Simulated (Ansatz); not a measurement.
System: KC4.

```yaml
crystal:
  lattice:
    - [7.43701, 0.00000, 0.00000]
    - [0.00000, 7.43701, 0.00000]
    - [0.00000, 0.00000, 6.23259]
  atoms:
    - { symbol: K, position: [0.00000, 0.00000, 0.50000] }
    - { symbol: K, position: [0.50000, 0.50000, 0.00000] }
    - { symbol: K, position: [0.50000, 0.00000, 0.25000] }
    - { symbol: K, position: [0.00000, 0.50000, 0.75000] }
    - { symbol: C, position: [0.00000, 0.13176, 0.96526] }
    - { symbol: C, position: [0.50000, 0.63176, 0.46526] }
    - { symbol: C, position: [0.50000, 0.36824, 0.46526] }
    - { symbol: C, position: [0.00000, 0.86824, 0.96526] }
    - { symbol: C, position: [0.36824, 0.00000, 0.71526] }
    - { symbol: C, position: [0.86824, 0.50000, 0.21526] }
    - { symbol: C, position: [0.13176, 0.50000, 0.21526] }
    - { symbol: C, position: [0.63176, 0.00000, 0.71526] }
    - { symbol: C, position: [0.00000, 0.63176, 0.28474] }
    - { symbol: C, position: [0.50000, 0.13176, 0.78474] }
    - { symbol: C, position: [0.00000, 0.36824, 0.28474] }
    - { symbol: C, position: [0.50000, 0.86824, 0.78474] }
    - { symbol: C, position: [0.13176, 0.00000, 0.03474] }
    - { symbol: C, position: [0.63176, 0.50000, 0.53474] }
    - { symbol: C, position: [0.86824, 0.00000, 0.03474] }
    - { symbol: C, position: [0.36824, 0.50000, 0.53474] }
```

Space group I4₁/amd; a structure generated by program, which may or may not match a known phase.

Method: Ansatz, DFT PBE, scalar-relativistic, plane waves, PAW.

What can the converged valence pseudo-density and electron localisation function tell about the bonding?

K–C (3.05 Å): ρ at the midpoint is about 0.08 e/Å³; the ELF peaks at about 0.95 in the valence shell of C, 0.8 Å from its nucleus, and drops to about 0.05 between the two atoms (no localised pair shows between them).
K–C (3.47 Å): ρ is about 0.06 e/Å³ halfway; the ELF is about 0.05 at the midpoint; no shared electron pair shows on this line.

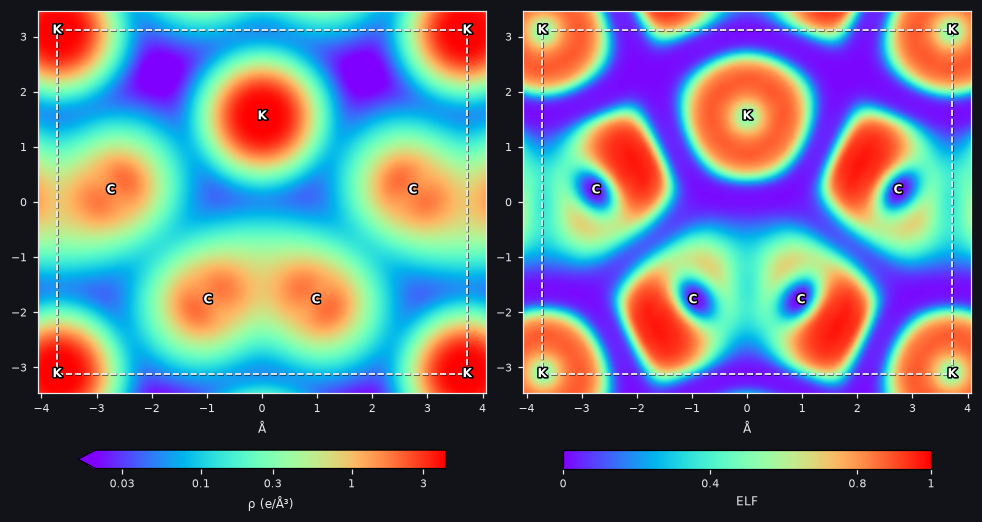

Computed valence pseudo-density and electron localisation function on the (010) plane of the conventional cell, in this order. 

The density is the valence pseudo-density of a PAW calculation; it isn't the true density close to the nuclei.
